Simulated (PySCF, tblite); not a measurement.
**C₅H₁₂O₂SSi: geometry, infrared bands and NMR shifts**

Wanted: the infrared bands and NMR shifts of C₅H₁₂O₂SSi (`CS[SiH2]OC(C)(C)C=O`), by calculation.

Programs: tblite 0.8.0 and PySCF 2.14.0, with density-fitted response routines of our own. Each step states its level of theory. These are calculated values for one molecule in the gas phase, unless marked as measured. Atoms are numbered from 0 throughout.

### 1 The molecule as given

21 atoms, charge 0, multiplicity 1; geometry from: force field or distance geometry start.

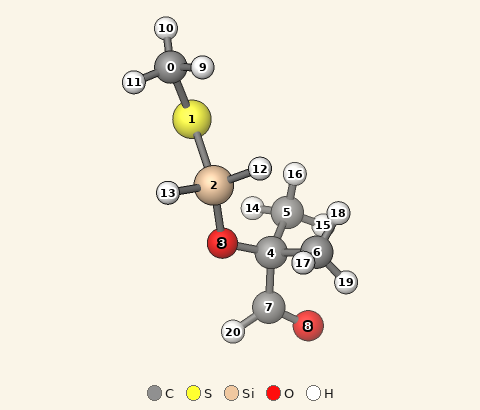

The starting geometry (carbon grey, sulfur yellow, silicon light orange, oxygen red, hydrogen white), atoms numbered.

### 2 Optimising the geometry with GFN2-xTB

The job: settings as JSON, then the geometry in Å.

```
{"job": {"kind": "relax", "xc": "GFN2-xTB", "basis": "xTB"}, "charge": 0, "multiplicity": 1}
C      3.959800     0.517900    -0.096500
S      2.285900     1.115900     0.404300
Si     1.066300    -0.649400     0.356200
O     -0.437800    -0.474700     1.077300
C     -1.456600     0.064800     0.327600
C     -1.194500     1.449200    -0.181100
C     -1.755900    -0.754700    -0.921600
C     -2.674000     0.019300     1.175300
O     -3.745800     0.444100     0.725700
H      3.760400    -0.121500    -0.979300
H      4.645200     1.330000    -0.310200
H      4.303100    -0.158400     0.717300
H      1.013900    -1.103800    -1.035200
H      1.814500    -1.659900     1.142400
H     -0.856800     2.060300     0.697000
H     -2.106700     1.911300    -0.624400
H     -0.390000     1.414800    -0.924900
H     -1.473700    -1.822600    -0.807200
H     -1.279200    -0.315100    -1.831000
H     -2.844400    -0.702800    -1.095000
H     -2.642600    -0.393200     2.182600
```

Command:

```
$ OMP_NUM_THREADS=1 python probes_run.py task.json out
```

The driver reads the jobs from task.json and runs them one after another.

Log:

```text
step      E/eV     max force
  0    -815.43393    3.676
  1    -815.65149    4.461
  2    -815.78983    0.989
  3    -815.83963    0.589
  4    -815.90733    0.456
  5    -815.92598    0.342
  6    -815.94319    0.257
  7    -815.95549    0.259
  8    -815.97369    0.333
  9    -815.99126    0.347
 10    -816.00888    0.263
 11    -816.02427    0.232
 12    -816.03738    0.224
 13    -816.04744    0.198
 14    -816.05495    0.217
 15    -816.06124    0.224
 16    -816.06690    0.201
 17    -816.07132    0.166
 18    -816.07451    0.153
 19    -816.07736    0.136
 20    -816.08055    0.150
 21    -816.08399    0.146
 22    -816.08716    0.145
 23    -816.08982    0.112
 24    -816.09245    0.133
 25    -816.09555    0.143
 26    -816.09878    0.143
 27    -816.10168    0.167
 28    -816.10433    0.159
 29    -816.10700    0.142
 30    -816.10989    0.126
 31    -816.11280    0.106
 32    -816.11514    0.100
 33    -816.11673    0.091
 34    -816.11776    0.071
 35    -816.11844    0.061
 36    -816.11898    0.048
 37    -816.11944    0.054
 38    -816.11994    0.055
 39    -816.12053    0.059
 40    -816.12124    0.064
 41    -816.12206    0.064
 42    -816.12297    0.078
 43    -816.12394    0.091
 44    -816.12493    0.085
 45    -816.12590    0.069
 46    -816.12672    0.076
 47    -816.12737    0.092
 48    -816.12799    0.086
 49    -816.12864    0.066
 50    -816.12905    0.053
 51    -816.12949    0.041
 52    -816.12980    0.041
 53    -816.13009    0.044
 54    -816.13040    0.052
 55    -816.13077    0.061
 56    -816.13116    0.061
 57    -816.13152    0.050
 58    -816.13178    0.041
 59    -816.13199    0.036
 60    -816.13220    0.035
 61    -816.13244    0.035
 62    -816.13274    0.040
 63    -816.13310    0.047
 64    -816.13346    0.045
 65    -816.13378    0.034
 66    -816.13403    0.037
 67    -816.13426    0.040
 68    -816.13444    0.028
 69    -816.13456    0.023
 70    -816.13463    0.017
 71    -816.13470    0.021
 72    -816.13477    0.020
 73    -816.13483    0.023
 74    -816.13489    0.017
 75    -816.13493    0.014
 76    -816.13496    0.014
 77    -816.13501    0.015
 78    -816.13507    0.018
 79    -816.13515    0.020
 80    -816.13525    0.022
 81    -816.13534    0.019
 82    -816.13542    0.014
 83    -816.13548    0.016
 84    -816.13552    0.019
 85    -816.13556    0.017
 86    -816.13562    0.015
 87    -816.13568    0.016
 88    -816.13574    0.017
 89    -816.13580    0.016
 90    -816.13585    0.016
 91    -816.13593    0.019
 92    -816.13600    0.020
 93    -816.13606    0.020
 94    -816.13610    0.017
 95    -816.13614    0.019
 96    -816.13621    0.027
 97    -816.13629    0.028
 98    -816.13636    0.019
 99    -816.13640    0.012
100    -816.13642    0.010
101    -816.13645    0.013
102    -816.13648    0.013
103    -816.13652    0.012
104    -816.13654    0.012
105    -816.13655    0.012
106    -816.13657    0.012
107    -816.13659    0.015
108    -816.13662    0.016
109    -816.13666    0.014
110    -816.13671    0.017
111    -816.13676    0.017
112    -816.13682    0.024
113    -816.13690    0.024
114    -816.13697    0.016
115    -816.13702    0.018
116    -816.13707    0.015
117    -816.13713    0.022
118    -816.13720    0.022
119    -816.13726    0.014
120    -816.13731    0.018
121    -816.13736    0.025
122    -816.13742    0.024
123    -816.13755    0.022
124    -816.13772    0.029
125    -816.13790    0.031
126    -816.13813    0.043
127    -816.13841    0.048
128    -816.13870    0.035
129    -816.13886    0.025
130    -816.13844    0.110
131    -816.13901    0.017
132    -816.13906    0.014
133    -816.13916    0.019
134    -816.13920    0.025
135    -816.13928    0.017
136    -816.13937    0.016
137    -816.13944    0.017
138    -816.13952    0.022
139    -816.13964    0.025
140    -816.13981    0.031
141    -816.14002    0.025
142    -816.14018    0.076
143    -816.13988    0.098
144    -816.14050    0.038
145    -816.14061    0.033
146    -816.14079    0.039
147    -816.14090    0.025
148    -816.14095    0.021
149    -816.14105    0.022
150    -816.14112    0.021
151    -816.14123    0.022
152    -816.14130    0.020
153    -816.14139    0.023
154    -816.14151    0.024
155    -816.14171    0.030
156    -816.14193    0.034
157    -816.14210    0.025
158    -816.14221    0.023
159    -816.14231    0.024
160    -816.14243    0.031
161    -816.14258    0.031
162    -816.14277    0.038
163    -816.14303    0.044
164    -816.14336    0.045
165    -816.14382    0.046
166    -816.14446    0.051
167    -816.14531    0.055
168    -816.14634    0.065
169    -816.14750    0.068
170    -816.14859    0.068
171    -816.14582    0.224
172    -816.14997    0.070
173    -816.15047    0.044
174    -816.15149    0.065
175    -816.15184    0.079
176    -816.15220    0.038
177    -816.15270    0.056
178    -816.15308    0.051
179    -816.15370    0.058
180    -816.15430    0.082
181    -816.15480    0.040
182    -816.15509    0.055
183    -816.15498    0.089
184    -816.15537    0.025
185    -816.15547    0.023
186    -816.15575    0.024
187    -816.15582    0.016
188    -816.15590    0.017
189    -816.15595    0.016
190    -816.15599    0.013
191    -816.15602    0.009
```

Run time: 1.9 s. Hardware: 1 thread of Arm Neoverse V1, shared host; peak memory 0.18 GiB.

Along the way: (not every step is listed)

| step | energy from step 0 (eV) | largest force (eV/Å) |
| --- | --- | --- |
| 0 | 0.0000 | 3.6757 |
| 1 | -0.2176 | 4.4605 |
| 2 | -0.3559 | 0.9890 |
| 3 | -0.4057 | 0.5890 |
| 4 | -0.4734 | 0.4557 |
| 5 | -0.4920 | 0.3421 |
| 6 | -0.5093 | 0.2565 |
| 7 | -0.5216 | 0.2586 |
| 8 | -0.5398 | 0.3328 |
| 25 | -0.6616 | 0.1431 |
| 42 | -0.6890 | 0.0780 |
| 59 | -0.6981 | 0.0359 |
| 76 | -0.7010 | 0.0136 |
| 93 | -0.7021 | 0.0199 |
| 110 | -0.7028 | 0.0166 |
| 127 | -0.7045 | 0.0483 |
| 144 | -0.7066 | 0.0380 |
| 161 | -0.7086 | 0.0309 |
| 178 | -0.7192 | 0.0509 |
| 186 | -0.7218 | 0.0242 |
| 187 | -0.7219 | 0.0157 |
| 188 | -0.7220 | 0.0169 |
| 189 | -0.7220 | 0.0158 |
| 190 | -0.7221 | 0.0129 |
| 191 | -0.7221 | 0.0094 |

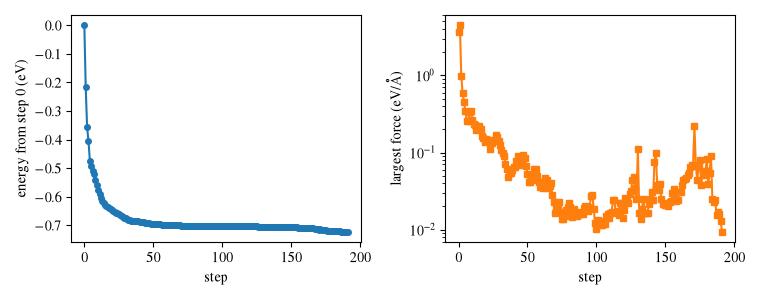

Energy and largest force along the relaxation.

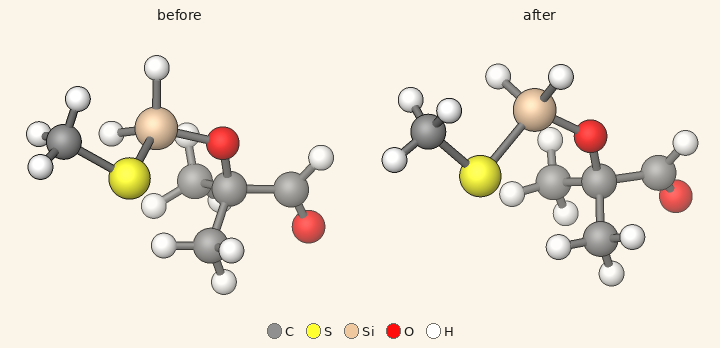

The geometry before (left) and after (right).

Close pairs (by a distance rule), those that changed most:

```
   bond  before (Å)  after (Å)  change (Å)
 Si2–O3       1.677      1.607      -0.070
  C7–O8       1.237      1.197      -0.041
  C4–C5       1.498      1.535      +0.037
  C4–C7       1.484      1.520      +0.036
 C5–H14       1.122      1.087      -0.034
Si2–H13       1.483      1.451      -0.032
  O3–C4       1.375      1.405      +0.030
  C0–S1       1.847      1.817      -0.030
```

The final coordinates are the input of the step that follows.

### 3 Infrared spectrum with GFN2-xTB

The job: settings as JSON, then the geometry in Å.

```
{"job": {"kind": "ir", "xc": "GFN2-xTB", "basis": "xTB"}, "charge": 0, "multiplicity": 1}
C      3.789618     0.295902    -0.464840
S      2.074683     0.894875    -0.426015
Si     1.155905    -0.730498     0.634388
O     -0.381745    -0.420889     0.983346
C     -1.459154     0.093480     0.242038
C     -1.370600     1.625693     0.195879
C     -1.518242    -0.489078    -1.167149
C     -2.725057    -0.250998     1.010523
O     -3.834293    -0.200627     0.564502
H      3.817931    -0.707098    -0.877844
H      4.349790     0.976027    -1.097360
H      4.195485     0.301376     0.541843
H      1.334378    -1.907125    -0.214949
H      1.720098    -0.855398     1.965767
H     -1.296604     2.020668     1.206303
H     -2.252992     2.034941    -0.287527
H     -0.481097     1.917141    -0.357730
H     -1.481633    -1.575044    -1.118584
H     -0.674726    -0.128791    -1.750809
H     -2.447169    -0.186771    -1.642190
H     -2.523496    -0.536141     2.059935
```

Log:

```text
mode    cm-1     km/mol
  1      27.6      2.38
  2      49.7      3.23
  3      55.3      7.05
  4      79.4      9.27
  5     113.1      0.21
  6     128.0      3.65
  7     154.7      1.77
  8     181.4      1.58
  9     191.5      0.32
 10     230.0      0.88
 11     256.4      2.22
 12     267.4      5.93
 13     351.0      0.99
 14     403.5      4.00
 15     419.2      8.61
 16     498.8     22.78
 17     519.8     98.43
 18     548.8     36.20
 19     620.6     54.60
 20     730.7     81.42
 21     735.0    143.29
 22     764.9    210.99
 23     787.1    130.82
 24     855.6    148.35
 25     882.1      7.04
 26     950.9      0.05
 27     954.1      2.26
 28     961.6      1.57
 29     969.7     12.68
 30    1013.7      1.02
 31    1075.1    104.60
 32    1171.5     25.20
 33    1198.7    267.82
 34    1220.2      2.45
 35    1324.5      4.63
 36    1345.1     19.84
 37    1381.4     14.18
 38    1396.4     18.69
 39    1454.9      3.96
 40    1459.4      7.29
 41    1462.9      1.86
 42    1474.1      5.77
 43    1475.5      2.87
 44    1488.4      5.33
 45    1798.5    273.51
 46    2248.5    256.54
 47    2355.0    198.25
 48    2786.9     91.44
 49    3033.9      7.60
 50    3034.7      3.08
 51    3038.3     23.34
 52    3038.4      9.05
 53    3039.6     30.39
 54    3042.9     11.56
 55    3051.0      3.36
 56    3055.7     20.51
 57    3062.5      1.91
```

Wall time 1.1 s (1 thread of Arm Neoverse V1, shared host); peak memory 0.18 GiB.

The strongest bands and the atoms that carry them (share of the mass-weighted mode):

```
cm⁻¹  km/mol                                 atoms
 735   143.3  H12 25 %, C0 25 %, S1 12 %, H13 11 %
 765   211.0                    H12 33 %, H13 22 %
 787   130.8                    H13 37 %, H12 30 %
 856   148.3            C4 19 %, C7 14 %, Si2 13 %
1199   267.8                      C4 47 %, O3 21 %
1798   273.5                      C7 59 %, O8 40 %
2248   256.5                              H12 95 %
2355   198.2                              H13 96 %
```

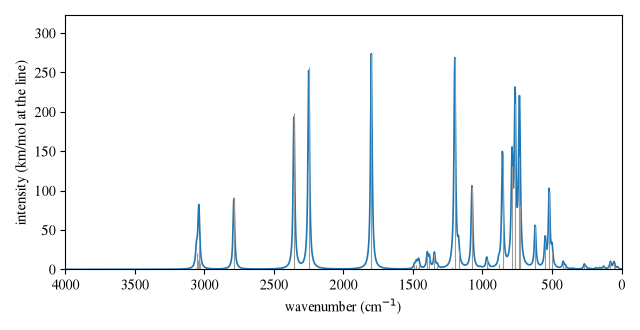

The infrared spectrum from these modes, unscaled. Lines are broadened to a width of 14 cm⁻¹ (Lorentzian).

### 4 Nuclear shieldings: PBE0/pcSseg-1

Settings changed since step 3:

```diff
@@ -1,2 +1,2 @@
-{"job": {"kind": "ir", "xc": "GFN2-xTB", "basis": "xTB"}, "charge": 0, "multiplicity": 1}
+{"job": {"kind": "nmr", "xc": "PBE0", "basis": "pcSseg-1"}, "charge": 0, "multiplicity": 1}
 C      3.789618     0.295902    -0.464840
```

Level: GIAO PBE0/pcSseg-1 NMR shielding, non-relativistic, gas phase.

Log:

```text
coarse grid: 18296 points
cycle   1  E = -1034.9377127764  dE =  1.120e+00  |g| = 9.836e-01  |ddm| = 4.041e+00
cycle   2  E = -1034.5218015825  dE =  4.159e-01  |g| = 1.786e+00  |ddm| = 2.315e+00
cycle   3  E = -1035.1135798624  dE = -5.918e-01  |g| = 2.302e-01  |ddm| = 1.719e+00
cycle   4  E = -1035.1232737530  dE = -9.694e-03  |g| = 9.178e-02  |ddm| = 2.481e-01
cycle   5  E = -1035.1245999217  dE = -1.326e-03  |g| = 2.986e-02  |ddm| = 8.876e-02
cycle   6  E = -1035.1247757688  dE = -1.758e-04  |g| = 5.780e-03  |ddm| = 2.908e-02
cycle   7  E = -1035.1247827150  dE = -6.946e-06  |g| = 1.368e-03  |ddm| = 6.612e-03
final grid: 166592 points
cycle   8  E = -1035.2024025121  dE = -2.778e-05  |g| = 1.667e-02  |ddm| = 3.822e-02
cycle   9  E = -1035.2023012716  dE =  1.012e-04  |g| = 2.863e-02  |ddm| = 3.240e-02
cycle  10  E = -1035.2024552237  dE = -1.540e-04  |g| = 3.588e-03  |ddm| = 2.119e-02
cycle  11  E = -1035.2024577200  dE = -2.496e-06  |g| = 4.649e-04  |ddm| = 2.812e-03
cycle  12  E = -1035.2024577532  dE = -3.317e-08  |g| = 2.175e-04  |ddm| = 5.915e-04
cycle  13  E = -1035.2024577624  dE = -9.260e-09  |g| = 3.593e-05  |ddm| = 2.202e-04
cycle  14  E = -1035.2024577627  dE = -2.842e-10  |g| = 1.183e-05  |ddm| = 4.480e-05
converged SCF energy = -1035.2024577627

GIAO shielding tensors (ppm)
atom      isotropic    diamagn.    paramagn.     s11        s22        s33       span
  0 C      177.173     250.524     -73.351    166.028    171.657    193.833     27.806
  1 S      698.830    1062.582    -363.752    584.718    639.889    871.882    287.164
  2 Si     368.384     882.173    -513.789    338.417    352.681    414.054     75.637
  3 O      264.920     400.761    -135.840    224.082    266.880    303.799     79.717
  4 C      105.119     241.567    -136.448     89.795     94.747    130.815     41.019
  5 C      157.831     249.705     -91.874    134.185    157.003    182.304     48.119
  6 C      163.036     251.044     -88.008    150.030    154.076    185.003     34.974
  7 C      -28.055     252.666    -280.721   -116.255    -41.913     74.004    190.258
  8 O     -337.172     395.201    -732.373   -952.889   -426.007    367.380   1320.269
  9 H       29.978      29.638       0.340     24.024     28.081     37.830     13.807
 10 H       29.617      28.382       1.235     23.844     26.792     38.215     14.370
 11 H       29.795      28.714       1.081     23.490     27.623     38.271     14.781
 12 H       26.120      31.539      -5.419     22.561     24.877     30.922      8.361
 13 H       26.401      31.014      -4.613     22.055     25.137     32.012      9.958
 14 H       30.281      31.158      -0.877     27.111     27.991     35.741      8.630
 15 H       30.737      31.406      -0.669     26.252     28.513     37.446     11.194
 16 H       30.155      32.578      -2.423     25.064     30.262     35.139     10.074
 17 H       30.475      31.938      -1.463     26.540     28.589     36.297      9.757
 18 H       30.181      32.994      -2.813     25.881     30.667     33.995      8.114
 19 H       29.864      31.834      -1.971     25.710     27.407     36.474     10.764
 20 H       21.513      28.916      -7.403     18.301     20.762     25.476      7.175
```

It took 59 s on 1 thread of Arm Neoverse V1, shared host; peak memory 1.1 GiB.

The references, computed at this level on geometries of the same kind, shield at (ppm): 1H TMS 31.72, 13C TMS 186.9, 29Si TMS 349.2, 17O H2O 336.1, 33S CS2 504. Their shielding less the atom's gives the shift. The references are single molecules in the gas phase, so shifts against H2O, NH3, PH3, H3PO4 or CFCl3 are not on the usual liquid scales and can be off by tens of ppm. Atoms listed in one row are averaged.

| atoms | environment | σ (ppm) | δ (ppm) | δ scaled to CDCl3 |
| --- | --- | --- | --- | --- |
| C7 | aldehyde carbonyl carbon | -28.1 | 215.0 | 207.9 |
| C4 | fully substituted sp3 carbon bonded to O, α to a carbonyl | 105.1 | 81.8 | 77.9 |
| C5, C6 | methyl carbon | 160.4 | 26.5 | 23.9 |
| C0 | methyl carbon bonded to S | 177.2 | 9.8 | 3.2 |
| H20 | hydrogen on an aldehyde carbonyl carbon | 21.51 | 10.20 | 9.73 |
| H12, H13 | hydrogen on a silicon bonded to O, S | 26.26 | 5.46 | – |
| H9, H10, H11 | hydrogen on a methyl carbon bonded to S | 29.80 | 1.92 | 1.92 |
| H14, H15, H16, H17, H18, H19 | hydrogen on a methyl carbon | 30.28 | 1.43 | 1.46 |
| S1 | sulfur bonded to C, Si | 699 | -195 | – |
| Si2 | silicon bonded to O, S, 2 H | 368.4 | -19.2 | – |
| O8 | aldehyde oxygen | -337.2 | 673.3 | – |
| O3 | oxygen bonded to C, Si | 264.9 | 71.2 | – |

The scaled column applies a straight-line fit of computed shieldings to shifts measured in CDCl3, with any fitted terms for Cl, Br or S neighbours (root-mean-square error 0.16 ppm for H, 1.9 ppm for C).

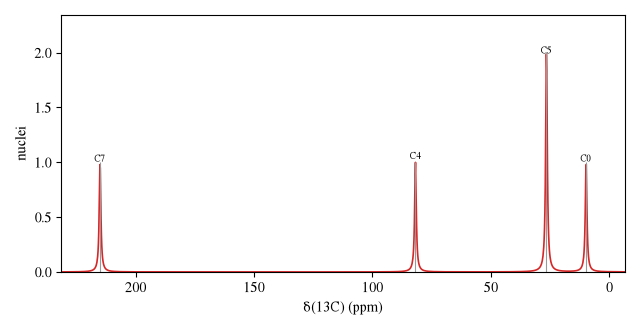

13C lines at the computed shifts, without couplings. Lines are broadened to a width of 0.82 ppm (Lorentzian).

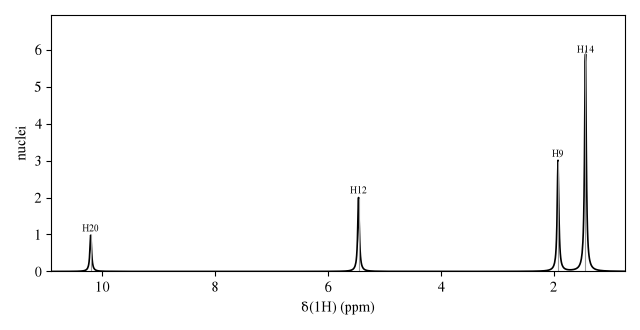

1H lines at the computed shifts, without couplings. Lines are broadened to a width of 0.04 ppm (Lorentzian).

The run also stored atomic charges by several schemes (e):

| atoms | Mulliken | IAO | Hirshfeld | ESP fit |
| --- | --- | --- | --- | --- |
| C0 | -0.39 | -0.50 | -0.11 | -0.46 |
| S1 | -0.36 | -0.22 | -0.10 | -0.26 |
| Si2 | 0.79 | 0.94 | 0.37 | 0.55 |
| O3 | -0.63 | -0.64 | -0.21 | -0.56 |
| C4 | -0.17 | 0.19 | 0.09 | 0.59 |
| C5, C6 | -0.19 | -0.43 | -0.12 | -0.43 |
| C7 | 0.32 | 0.27 | 0.14 | 0.37 |
| O8 | -0.34 | -0.38 | -0.21 | -0.45 |

ESP fit charges:

C0 -0.46; S1 -0.26; Si2 0.55; O3 -0.56; C4 0.59; C5 -0.52; C6 -0.34; C7 0.37; O8 -0.45; H9 0.16; H10 0.22; H11 0.17; H12 -0.09; H13 -0.07; H14 0.13; H15 0.15; H16 0.14; H17 0.10; H18 0.07; H19 0.10; H20 0.01

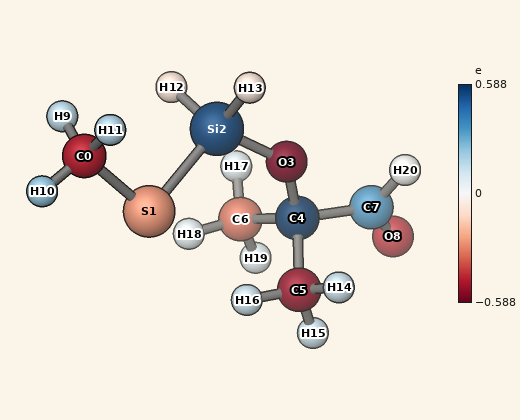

ESP fit charges, as colours on the atoms.

Mayer bond orders: C0–S1 1.00, S1–Si2 0.93, Si2–O3 1.00, O3–C4 0.78, C4–C5 1.02, C4–C6 1.03, C4–C7 0.89, C7–O8 2.05.

### 5 What came out

| quantity | value |
| --- | --- |
| strongest single infrared mode (GFN2-xTB) | 1798 cm⁻¹, 274 km/mol |
| zero-point energy (GFN2-xTB) | 100.4 kcal/mol |
| 13C shifts against TMS (PBE0/pcSseg-1, means over atoms taken as alike) | 215.0, 81.8, 26.5, 9.8 ppm |
| 1H shifts against TMS (PBE0/pcSseg-1, means over atoms taken as alike) | 10.20, 5.46, 1.92, 1.43 ppm |
| 33S shifts against CS2 (PBE0/pcSseg-1) | -195 ppm |
| 29Si shifts against TMS (PBE0/pcSseg-1) | -19.2 ppm |
| 17O shifts against H2O (PBE0/pcSseg-1) | 673.3, 71.2 ppm |

Relaxing lowered the energy by 0.722 eV in 191 steps; the close pair that moved most is Si2–O3, from 1.677 to 1.607 Å. No mode is imaginary among the 57: a minimum at this level. The strongest single mode, at 1798 cm⁻¹, moves mainly C7 and O8. Unscaled tight-binding wavenumbers are off by several per cent, some by more. Its intensities can rank the bands wrongly. C7 (aldehyde carbonyl carbon) lies farthest downfield among carbon, at 215.0 ppm; the double bond to the heteroatom, with no lone-pair donor beside it, deshields it most. H20 (hydrogen on an aldehyde carbonyl carbon) lies farthest downfield among hydrogen, at 10.20 ppm; deshielded by the polar, anisotropic C=O bond. At PBE0/pcSseg-1: The widest tensor belongs to O8: span 1320 ppm, with a paramagnetic part of -732 ppm.
